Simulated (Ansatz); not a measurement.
One crystal and one scan (scan of one atom of the cell) at two levels, PBE (plane waves to 420 eV, PAW, scalar-relativistic; Ansatz, a first-principles code) and PBEsol (plane waves to 420 eV, PAW, scalar-relativistic; Ansatz), each from its own relaxed cell and on its own mesh. The cell shown is that of PBE.

Relaxed CsPbCl$_{3}$ (cubic perovskite):

```
CsPbCl3
1.0
    5.73565     0.00000     0.00000
    0.00000     5.73565     0.00000
    0.00000     0.00000     5.73565
Cs Pb Cl
1 1 3
Direct
  0.00000   0.00000   0.00000
  0.50000   0.50000   0.50000
  0.00000   0.50000   0.50000
  0.50000   0.50000   0.00000
  0.50000   0.00000   0.50000
```

In each cell atom 2 (Pb, nearest neighbour Cl at 2.868 Å; its periodic images, 5.7 Å or more away, move with it) moves by s·(0.000, 0.000, 1.000) (along Cartesian z), the rest being held.

E stands for the smeared free energy. CsPbCl3 was relaxed with its symmetry unable to fall. Spin-orbit coupling is left out, though Pb is heavy. The PAW data are Ansatz's earlier set. This is a high-temperature form of CsPbCl3. Percentages come from the unrounded values.

```tsv
quantity	PBE	PBEsol	PBE − PBEsol
Lattice constant a (Å)	5.736	5.619	+0.117 (+2.1 %)
Band gap of the relaxed cell, no spin-orbit coupling (eV)	2.22	1.84	+0.38 (+20 %)
```

PBE gives the higher value for: lattice constant a; band gap of the relaxed cell, no spin-orbit coupling. Both give the same shape of the curve: a single well with its minimum at or next to zero displacement.

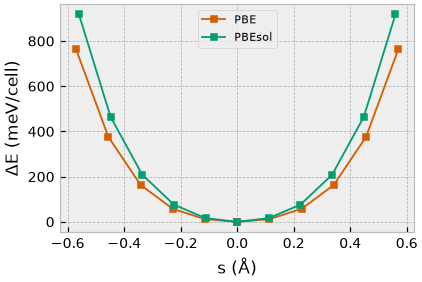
Figure. ΔE, each from the undisplaced structure of its own level.

(For displaced atoms, the force is minus the slope of the energy, and its curvature is a force constant, which sets phonon frequencies.)
